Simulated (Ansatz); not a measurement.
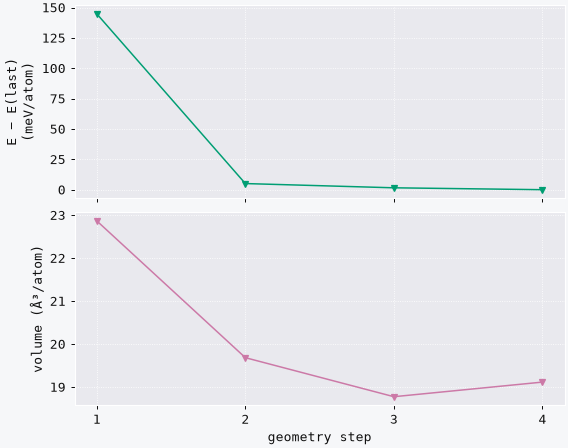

Figure made from data computed with Ansatz.

History of a geometry optimisation. Atoms and cell relax. A closing SCF on a freshly chosen basis isn't drawn.

```
crystal:
  lattice:
    - [4.5055850156, 0.0, 0.0]
    - [0.0, 4.5055850156, 0.0]
    - [0.0, 0.0, 4.5055850156]
  atoms:
    - { symbol: Pt, position: [0.0, 0.0, 0.0] }
    - { symbol: Se, position: [0.0, 0.5, 0.5] }
    - { symbol: Se, position: [0.5, 0.0, 0.5] }
    - { symbol: Se, position: [0.5, 0.5, 0.0] }
basis:
  ecutwfc: 420
kpoints:
  mp_grid: { grid: [4, 4, 4] }
hamiltonian:
  xc: pbe
scf:
  occupations: { method: gaussian, width: 0.1 }
  lower_state_search: "off"
output:
  forces: true
  stress: true
  eigenvalues: true
relax:
  adjacent_minimum: "off"
  f_tol: 0.04
  max_steps: 70
  cell: { stress_tol: 0.4 }
```

How did the optimisation end?

The optimisation met its thresholds at geometry 4, counting the start as the first. The energy fell by about 140 meV/atom from the first step to the last. All forces vanish by symmetry, so only the cell moves.

Was the starting cell too large or too small?

The volume shrinks from 22.9 to 19.1 Å³ per atom (−16 %), overshooting to 18.8 at step 3. The start was expanded.
